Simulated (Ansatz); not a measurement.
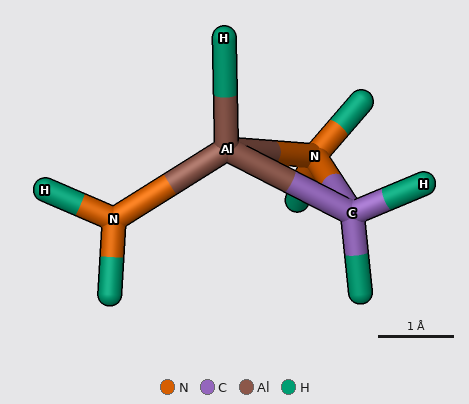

Figure 1. The input geometry (stick view, seen at a tilt). Sticks mark near contacts.

**CH$_{7}$AlN$_{2}$: molecular dynamics**

System: CH$_{7}$AlN$_{2}$.
Method: RKS PBE-d4/def2-SVP (Ansatz 0.2.0).

The geometry comes from this level: PBE0-D4/def2-TZVP. Figures and captions count atoms from 1; the log counts them from 0 in places.

### The input
```yaml
crystal:
  periodic: [false, false, false]
  atoms:
    - {symbol: N, position_ang: [-1.198154, 0.512087, 0.240878]}
    - {symbol: C, position_ang: [-0.064482, 1.259123, -0.460950]}
    - {symbol: Al, position_ang: [0.656947, -0.222043, 0.573955]}
    - {symbol: N, position_ang: [1.037709, -1.756835, -0.249920]}
    - {symbol: H, position_ang: [-1.833085, 0.058749, -0.401571]}
    - {symbol: H, position_ang: [-1.730693, 1.082095, 0.883265]}
    - {symbol: H, position_ang: [-0.019728, 2.288394, -0.112417]}
    - {symbol: H, position_ang: [-0.207053, 1.246290, -1.539554]}
    - {symbol: H, position_ang: [1.020030, -0.034565, 2.106661]}
    - {symbol: H, position_ang: [1.280827, -2.610188, 0.224912]}
    - {symbol: H, position_ang: [1.122984, -1.880006, -1.244759]}
basis:
  gaussian: {orbitals: def2-SVP}
hamiltonian: {xc: {name: PBE}, dispersion: d4}
md: {timestep: 0.5 fs, n_steps: 20, ensemble: nvt_langevin, temperature: 1000, initial_velocities: maxwell_boltzmann, friction: 0.01, seed: 981}
```

Launch command:
```bash
ansatz run in.yaml --threads 2 --pin off --events-out ev --progress --plain --max-ram 4352MiB
```

### Log
```
Functional definition: PBE
  name "PBE"
  cite "Perdew, Burke & Ernzerhof, Phys. Rev. Lett. 77, 3865 (1996) doi:10.1103/PhysRevLett.77.3865"
  parent pbe
  parameter kappa = 0.804
  parameter beta = 0.06672455060314922
  exchange = pbe_x(kappa = kappa, mu = beta*pi^2/3)
  correlation = pbe_c(beta = beta)
1101 factors; their error is unknown
mean field evaluation 1: about -10697.9694 eV, gradient 8.7e1 eV
mean field evaluation 2: about -10646.9028 eV, gradient 1.5e2 eV
mean field evaluation 4: about -10713.7613 eV, gradient 1.8e1 eV
mean field evaluation 8: about -10714.4694 eV, gradient 7.2e-2 eV
mean field evaluation 16: about -10714.4131 eV, gradient 7.3e-5 eV
mean field -10714.41309588 eV, -393.7474187834 hartree, gradient 1.7e-5 eV, S^2 0.000000; 0 other end points of the search recorded, 0 dependent functions left out
the calculation of the forces begins
reference -10714.41313708 eV, -393.7474202976 hartree; 20, 20 occupied and 75, 75 virtual orbitals, 1101 factors
md step     0: t =     0.00 fs  T =   909.1 K  F+E_penalty+E_count = -10714.59942714 eV  E_kin = 1.292600 eV  (27 SCF iters)
these checks for a lower state are left out or cut short: starts, cluster_reference, orbital_swaps, neighbouring_geometries, increment
1101 factors; their error is unknown
mean field -10714.36435945 eV, -393.7456277527 hartree, gradient 1.3e-5 eV, S^2 0.000000; 0 other end points of the search recorded, 0 dependent functions left out
[... from here on the field's lines of each further geometry are left out, up to the last ...]
md step     1: t =     0.50 fs  T =   870.0 K  F+E_penalty+E_count = -10714.55069777 eV  E_kin = 1.237024 eV  (28 SCF iters, 3 dispersion substeps)
md step     2: t =     1.00 fs  T =   814.1 K  F+E_penalty+E_count = -10714.43287571 eV  E_kin = 1.157573 eV  (29 SCF iters, 3 dispersion substeps)
md step     3: t =     1.50 fs  T =   700.2 K  F+E_penalty+E_count = -10714.30466631 eV  E_kin = 0.995551 eV  (30 SCF iters, 3 dispersion substeps)
md step     4: t =     2.00 fs  T =   640.6 K  F+E_penalty+E_count = -10714.20761549 eV  E_kin = 0.910875 eV  (30 SCF iters, 3 dispersion substeps)
md step     5: t =     2.50 fs  T =   621.0 K  F+E_penalty+E_count = -10714.15332628 eV  E_kin = 0.882945 eV  (29 SCF iters, 3 dispersion substeps)
md step     6: t =     3.00 fs  T =   627.9 K  F+E_penalty+E_count = -10714.14323549 eV  E_kin = 0.892728 eV  (29 SCF iters, 3 dispersion substeps)
md step     7: t =     3.50 fs  T =   624.8 K  F+E_penalty+E_count = -10714.15173834 eV  E_kin = 0.888424 eV  (29 SCF iters, 3 dispersion substeps)
md step     8: t =     4.00 fs  T =   652.3 K  F+E_penalty+E_count = -10714.15059979 eV  E_kin = 0.927479 eV  (29 SCF iters, 3 dispersion substeps)
md step     9: t =     4.50 fs  T =   666.4 K  F+E_penalty+E_count = -10714.13681264 eV  E_kin = 0.947592 eV  (30 SCF iters, 3 dispersion substeps)
md step    10: t =     5.00 fs  T =   690.8 K  F+E_penalty+E_count = -10714.12161264 eV  E_kin = 0.982189 eV  (30 SCF iters, 3 dispersion substeps)
md step    11: t =     5.50 fs  T =   718.3 K  F+E_penalty+E_count = -10714.10438914 eV  E_kin = 1.021377 eV  (30 SCF iters, 3 dispersion substeps)
md step    12: t =     6.00 fs  T =   682.9 K  F+E_penalty+E_count = -10714.08042558 eV  E_kin = 0.971012 eV  (31 SCF iters, 3 dispersion substeps)
md step    13: t =     6.50 fs  T =   624.2 K  F+E_penalty+E_count = -10714.04811347 eV  E_kin = 0.887518 eV  (31 SCF iters, 3 dispersion substeps)
md step    14: t =     7.00 fs  T =   612.1 K  F+E_penalty+E_count = -10714.00671361 eV  E_kin = 0.870267 eV  (30 SCF iters, 3 dispersion substeps)
md step    15: t =     7.50 fs  T =   534.4 K  F+E_penalty+E_count = -10713.95403989 eV  E_kin = 0.759807 eV  (30 SCF iters, 3 dispersion substeps)
md step    16: t =     8.00 fs  T =   488.2 K  F+E_penalty+E_count = -10713.90507901 eV  E_kin = 0.694112 eV  (30 SCF iters, 3 dispersion substeps)
md step    17: t =     8.50 fs  T =   464.1 K  F+E_penalty+E_count = -10713.88729074 eV  E_kin = 0.659885 eV  (30 SCF iters, 3 dispersion substeps)
md step    18: t =     9.00 fs  T =   481.0 K  F+E_penalty+E_count = -10713.91130776 eV  E_kin = 0.683864 eV  (28 SCF iters, 3 dispersion substeps)
md step    19: t =     9.50 fs  T =   514.1 K  F+E_penalty+E_count = -10713.95601272 eV  E_kin = 0.731009 eV  (29 SCF iters, 3 dispersion substeps)
the calculation of the forces begins
reference -10713.80356830 eV, -393.7250190581 hartree; 20, 20 occupied and 75, 75 virtual orbitals, 1101 factors
1101 factors; their error is unknown
mean field evaluation 192: about -10713.8035 eV, gradient 1.3e-3 eV
mean field -10713.80352664 eV, -393.7250175273 hartree, gradient 2.3e-5 eV, S^2 0.000000; 1 other end points of the search recorded, 0 dependent functions left out
the calculation of the forces begins
reference -10713.80356830 eV, -393.7250190581 hartree; 20, 20 occupied and 75, 75 virtual orbitals, 1101 factors
md step    20: t =    10.00 fs  T =   547.5 K  F+E_penalty+E_count = -10713.98530197 eV  E_kin = 0.778407 eV  (28 SCF iters, 3 dispersion substeps)
```

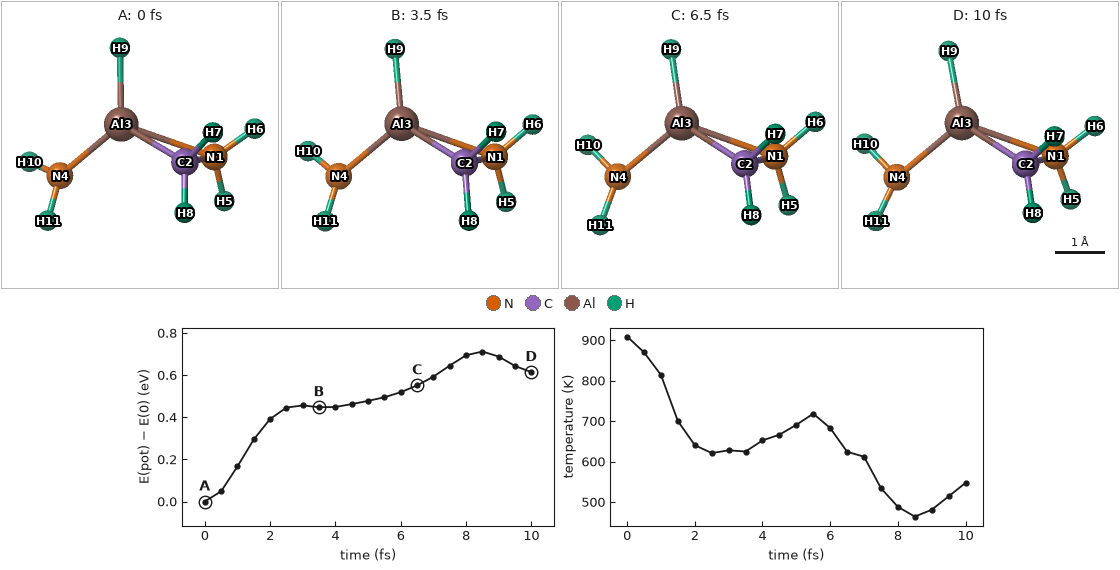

Figure 2. Frames of the molecular dynamics (ball-and-stick, seen at a tilt) above the curves, on which the letters mark them. The trajectory kept here has 21 frames over 10 fs. The temperature starts at 909 K, ranges from 464 to 909 K and averages 578 K over the second half. The potential energy ends 0.614 eV above its first value. After an unweighted best fit of the last frame on the first, the root-mean-square displacement is 0.25 Å, and H9 has moved furthest (0.51 Å).

```
Total energy: -10713.98534362 eV, -393.7316991780 hartree
Atom 0 at    -1.211326     0.575449     0.235739 Å, force     0.699535     0.019138     0.727307 eV/Å
Atom 1 at    -0.103604     1.255191    -0.570808 Å, force     0.605029    -1.184480     2.706838 eV/Å
Atom 2 at     0.625009    -0.208600     0.599412 Å, force     0.214645    -1.156975    -1.165711 eV/Å
Atom 3 at     1.049526    -1.801111    -0.253359 Å, force    -0.358641     1.435426     2.003563 eV/Å
Atom 4 at    -1.904901     0.228993    -0.385493 Å, force    -1.136617    -0.887609    -0.764298 eV/Å
Atom 5 at    -1.684312     1.198891     0.877978 Å, force    -0.296834     0.412287     0.531439 eV/Å
Atom 6 at    -0.093544     2.268701    -0.283768 Å, force     0.297257     2.014049     0.540666 eV/Å
Atom 7 at    -0.423884     1.232148    -1.555780 Å, force    -0.164392    -0.330059    -2.854423 eV/Å
Atom 8 at     0.984735    -0.459133     2.193979 Å, force    -0.146480     0.556087    -0.560652 eV/Å
Atom 9 at     1.625270    -2.255837     0.460331 Å, force     0.090517    -0.651615    -0.278037 eV/Å
Atom 10 at     1.182138    -2.194013    -1.161091 Å, force     0.195981    -0.226249    -0.886691 eV/Å
Dipole moment:    -0.527291     0.310303    -0.185645 e Å
```

### Trajectory as extended XYZ (Å, eV, eV/Å), 9 of the 21 frames kept, from step=0 to step=20
```
11
Properties=species:S:1:pos:R:3:forces:R:3 step=0 time_fs=0.0 energy=-10714.59943 temperature=909.1
N    -1.1982    0.5121    0.2409    0.4389  -0.0288   0.0213
C    -0.0645    1.2591   -0.4610    0.0087  -0.2554   0.1702
Al    0.6569   -0.2220    0.5740    0.3080   0.0187   0.2044
N     1.0377   -1.7568   -0.2499   -0.1421   0.3262   0.1872
H    -1.8331    0.0587   -0.4016   -0.4817  -0.3194  -0.4172
H    -1.7307    1.0821    0.8833   -0.4190   0.3682   0.4592
H    -0.0197    2.2884   -0.1124    0.0623   0.5752   0.1875
H    -0.2071    1.2463   -1.5396   -0.0450   0.0006  -0.6139
H     1.0200   -0.0346    2.1067    0.0346   0.0194   0.1775
H     1.2808   -2.6102    0.2249    0.1456  -0.6031   0.3132
H     1.1230   -1.8800   -1.2448    0.0897  -0.1016  -0.6893
11
Properties=species:S:1:pos:R:3:forces:R:3 step=2 time_fs=1.0 energy=-10714.43288 temperature=814.1
N    -1.2017    0.5174    0.2408    1.9629   0.0020   0.1883
C    -0.0627    1.2528   -0.4690   -0.3221   0.7593  -1.5397
Al    0.6548   -0.2203    0.5782    0.3363  -0.2497  -0.1203
N     1.0413   -1.7616   -0.2526   -0.3324   0.7131   2.0916
H    -1.8158    0.0882   -0.3926   -1.4722  -0.9854  -1.2762
H    -1.6988    1.0752    0.8887   -0.9838   0.9581   1.1068
H    -0.0320    2.3142   -0.1229    0.0609  -0.2911  -0.1317
H    -0.2417    1.2593   -1.6218    0.3189  -0.0516   1.5807
H     1.0148   -0.0867    2.1104    0.0402   0.0906   0.2531
H     1.3196   -2.5753    0.2782    0.1302  -0.4964   0.0693
H     1.1216   -1.8918   -1.2158    0.2609  -0.4488  -2.2219
11
Properties=species:S:1:pos:R:3:forces:R:3 step=5 time_fs=2.5 energy=-10714.15333 temperature=621.0
N    -1.2042    0.5244    0.2407    2.0971   0.1851   0.4302
C    -0.0643    1.2455   -0.4838   -0.5487   1.9760  -2.2497
Al    0.6514   -0.2168    0.5846    0.3868  -0.5919  -0.4903
N     1.0451   -1.7688   -0.2545   -0.2607   0.7014   3.1169
H    -1.8170    0.1205   -0.4034   -1.7551  -1.0593  -1.2970
H    -1.6693    1.0877    0.9152   -0.9171   0.7831   0.8582
H    -0.0439    2.3485   -0.1361    0.0736  -1.2548  -0.4738
H    -0.2867    1.2782   -1.7051    0.6314  -0.1761   2.8575
H     1.0166   -0.1633    2.1231    0.0111   0.1751   0.2130
H     1.3785   -2.5234    0.3607   -0.0655  -0.0431  -0.6110
H     1.1215   -1.9271   -1.2096    0.3470  -0.6954  -2.3538
11
Properties=species:S:1:pos:R:3:forces:R:3 step=8 time_fs=4.0 energy=-10714.15060 temperature=652.3
N    -1.2036    0.5322    0.2408   -0.2653   0.0288  -0.1081
C    -0.0713    1.2422   -0.5005   -0.5526   2.3856  -2.0722
Al    0.6467   -0.2138    0.5892    0.4203  -0.8003  -0.6386
N     1.0477   -1.7760   -0.2523   -0.0291   0.3911   1.3971
H    -1.8599    0.1271   -0.4455   -0.1830   0.0660   0.6159
H    -1.6552    1.1300    0.9544   -0.2500  -0.2837  -0.4390
H    -0.0537    2.3590   -0.1507    0.1067  -1.5063  -0.5936
H    -0.3202    1.2848   -1.7216    0.7746  -0.2289   2.9072
H     1.0199   -0.2385    2.1458   -0.0548   0.2497  -0.0143
H     1.4306   -2.4642    0.4297   -0.1956   0.0525  -1.0970
H     1.1309   -1.9816   -1.2439    0.2288  -0.3547   0.0425
11
Properties=species:S:1:pos:R:3:forces:R:3 step=10 time_fs=5.0 energy=-10714.12161 temperature=690.8
N    -1.2031    0.5387    0.2403   -1.4588   0.1309  -0.1732
C    -0.0760    1.2411   -0.5142   -0.4777   2.2151  -1.4927
Al    0.6428   -0.2125    0.5920    0.4020  -0.8806  -0.7147
N     1.0485   -1.7813   -0.2500   -0.0120   0.3532   0.0403
H    -1.8849    0.1294   -0.4720    0.5549   0.5409   1.4940
H    -1.6588    1.1656    0.9718    0.1518  -0.9404  -1.1931
H    -0.0582    2.3481   -0.1685    0.1484  -1.2678  -0.5150
H    -0.3363    1.2840   -1.6917    0.7661  -0.2489   2.2992
H     1.0148   -0.2855    2.1617   -0.0877   0.2994  -0.1730
H     1.4607   -2.4162    0.4618   -0.1190  -0.2081  -1.0939
H     1.1415   -2.0240   -1.2703    0.1319   0.0064   1.5221
11
Properties=species:S:1:pos:R:3:forces:R:3 step=12 time_fs=6.0 energy=-10714.08043 temperature=682.9
N    -1.2027    0.5471    0.2395   -2.1511   0.1255  -0.2483
C    -0.0809    1.2418   -0.5294   -0.2742   1.5651  -0.3323
Al    0.6386   -0.2116    0.5946    0.3630  -0.9429  -0.7944
N     1.0492   -1.7868   -0.2484   -0.0873   0.4442  -0.7046
H    -1.9049    0.1360   -0.4880    0.9876   0.7665   1.9611
H    -1.6672    1.1939    0.9744    0.3809  -1.2588  -1.5230
H    -0.0665    2.3219   -0.1929    0.2225  -0.5745  -0.2768
H    -0.3499    1.2798   -1.6398    0.5915  -0.2589   0.9553
H     1.0101   -0.3354    2.1755   -0.1170   0.3613  -0.3172
H     1.4921   -2.3679    0.4824    0.0049  -0.4936  -0.9716
H     1.1518   -2.0615   -1.2828    0.0793   0.2661   2.2518
11
Properties=species:S:1:pos:R:3:forces:R:3 step=15 time_fs=7.5 energy=-10713.95404 temperature=534.4
N    -1.2043    0.5593    0.2380   -2.1786  -0.0095  -0.2534
C    -0.0904    1.2463   -0.5511    0.5058  -0.0203   2.7344
Al    0.6334   -0.2102    0.5974    0.2790  -0.9915  -0.9801
N     1.0491   -1.7935   -0.2495   -0.0991   0.4622  -0.7400
H    -1.9231    0.1616   -0.4748    1.0179   0.6313   1.8103
H    -1.6741    1.2112    0.9520    0.3793  -1.0924  -1.2521
H    -0.0836    2.2786   -0.2329    0.3222   0.9878   0.2491
H    -0.3694    1.2642   -1.5540   -0.1665  -0.2736  -2.5713
H     1.0061   -0.3929    2.1864   -0.1439   0.4416  -0.4519
H     1.5391   -2.3109    0.4970    0.0442  -0.6431  -0.8873
H     1.1646   -2.1188   -1.2723    0.0397   0.5074   2.3423
11
Properties=species:S:1:pos:R:3:forces:R:3 step=18 time_fs=9.0 energy=-10713.91131 temperature=481.0
N    -1.2090    0.5699    0.2359   -0.9304  -0.0576   0.1524
C    -0.0986    1.2520   -0.5655    1.0444  -1.2249   4.2318
Al    0.6285   -0.2097    0.5994    0.2133  -1.0584  -1.1121
N     1.0490   -1.7982   -0.2517   -0.1385   0.7943   0.6545
H    -1.9187    0.2020   -0.4280    0.1306  -0.0597   0.6460
H    -1.6778    1.2070    0.9121    0.0617  -0.3586  -0.3549
H    -0.0899    2.2588   -0.2674    0.3324   2.1492   0.6148
H    -0.3992    1.2455   -1.5236   -0.6572  -0.3523  -4.4352
H     0.9957   -0.4346    2.1941   -0.1545   0.5125  -0.5449
H     1.5922   -2.2736    0.4837    0.0019  -0.6199  -0.6642
H     1.1749   -2.1671   -1.2117    0.0963   0.2755   0.8117
11
Properties=species:S:1:pos:R:3:forces:R:3 step=20 time_fs=10.0 energy=-10713.98530 temperature=547.5
N    -1.2113    0.5754    0.2357    0.6995   0.0191   0.7273
C    -0.1036    1.2552   -0.5708    0.6050  -1.1845   2.7068
Al    0.6250   -0.2086    0.5994    0.2146  -1.1570  -1.1657
N     1.0495   -1.8011   -0.2534   -0.3586   1.4354   2.0036
H    -1.9049    0.2290   -0.3855   -1.1366  -0.8876  -0.7643
H    -1.6843    1.1989    0.8780   -0.2968   0.4123   0.5314
H    -0.0935    2.2687   -0.2838    0.2973   2.0140   0.5407
H    -0.4239    1.2321   -1.5558   -0.1644  -0.3301  -2.8544
H     0.9847   -0.4591    2.1940   -0.1465   0.5561  -0.5607
H     1.6253   -2.2558    0.4603    0.0905  -0.6516  -0.2780
H     1.1821   -2.1940   -1.1611    0.1960  -0.2262  -0.8867
```

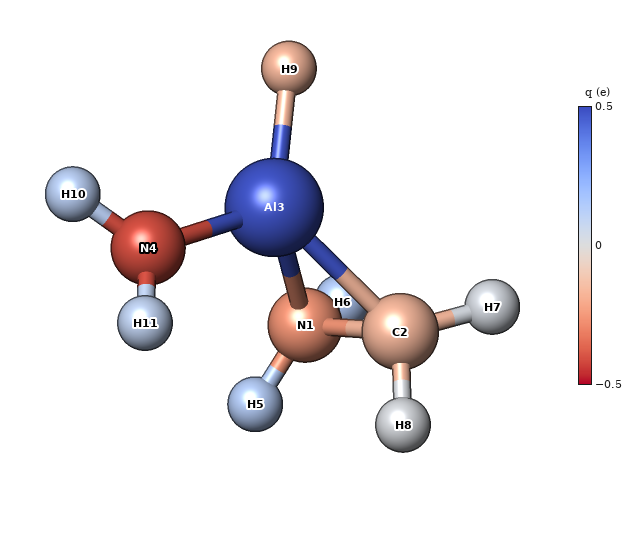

Figure 3. Mulliken charges, as the colour of each atom (ball-and-stick view, seen at a tilt; atoms are numbered from 1 in the order of the input). By element: N −0.40 to −0.25, C −0.16, Al +0.48 and H −0.16 to +0.13 e.

### Summary

- outcome: finished
- mean temperature over the second half: 578 K
- trajectory: 20 steps, 10 fs
- ensemble: nvt_langevin
- temperature in the input: 1000 K
- time step: 0.5 fs
- potential energy (last step): −10713.9853 eV
- mean-field energy (last step): −10713.8036 eV
- dispersion energy (last step): −0.1818 eV
- SCF solution under orbital rotations (last step): stable
- largest force (length of the vector) (last step): 3.016 eV/Å
- dipole moment (last step): 3.07 D
- hardware: 2 threads of Arm Neoverse V1, 23 GiB of memory available, shared host
- wall time: 33 s (CPU time 64 s)
- peak memory: 0.42 GiB

### Remarks

So short a trajectory is not equilibrated. The logged temperature at the start can lie below the typed one, since it is counted over all degrees of freedom. The temperature stays far from the 1000 K of the thermostat over the second half: the run isn't equilibrated.
